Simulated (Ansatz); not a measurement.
System: Cl4H2OW···HF.

Input file:

```
crystal:
  periodic: [false, false, false]
  atoms:
    - { symbol: W, position_ang: [-0.136438, -0.268498, -0.118012] }
    - { symbol: H, position_ang: [0.134149, 0.449307, 1.392674] }
    - { symbol: Cl, position_ang: [1.677951, -1.308498, 0.843265] }
    - { symbol: Cl, position_ang: [-1.144247, 1.863843, -0.33841] }
    - { symbol: Cl, position_ang: [-2.071094, -0.697632, 1.147005] }
    - { symbol: Cl, position_ang: [-0.714265, -2.264116, -1.144892] }
    - { symbol: O, position_ang: [0.797926, 0.3251, -1.575733] }
    - { symbol: H, position_ang: [0.944167, 1.170564, -1.982966] }
    - { symbol: F, position_ang: [1.853121, 1.896717, 0.715697] }
    - { symbol: H, position_ang: [1.344531, 1.873714, 1.471172] }
basis:
  gaussian: { orbitals: def2-SVP }
hamiltonian:
  xc: hf
relax:
  f_tol: 0.03
  max_steps: 50
output:
  orbitals: {}
```

Run with:

```sh
ansatz run input.yaml --threads 4 --pin off --max-ram 5120MiB --backend cpu --events-out ev --progress --plain --runs-dir out
```

The fields are those of the run's last geometry, not of the input's.

Core potentials replace the inner electrons of W.

Computed with RHF/def2-SVP (Ansatz 0.2.0).

What will maps of the electron density and electron localisation function show?

Answer. F9···H8 (1.80 Å): the density falls to about 0.18 e/Å³ on the way; the ELF dips to about 0.05 between them (by its geometry a hydrogen bond between the two molecules, with no shared pair).
W–O (1.79 Å): ρ is about 1.3 e/Å³ halfway; the ELF peaks at about 0.80 in the valence shell of O, 0.5 Å from its nucleus, and drops to about 0.25 between the two atoms.
W–Cl (2.31 Å): the density is about 0.69 e/Å³ at the midpoint; the ELF peaks at about 0.85 in the valence shell of Cl, 0.8 Å from its nucleus, and is about 0.45 at the midpoint.
F–H (0.91 Å): ρ is about 4.9 e/Å³ halfway; the ELF climbs to about 1 towards the hydrogen, as it does in any bond to H: an ordinary covalent bond to hydrogen.

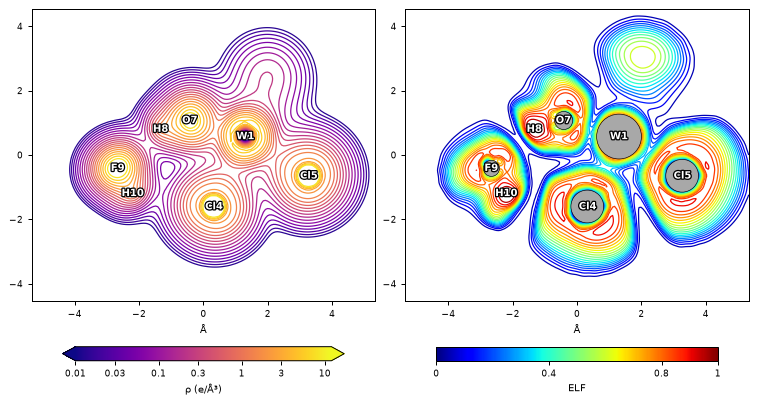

Computed electron density and electron localisation function on the plane of atoms Cl4, W1 and Cl5, in this order. Grey discs cover the atomic cores in the ELF map. 
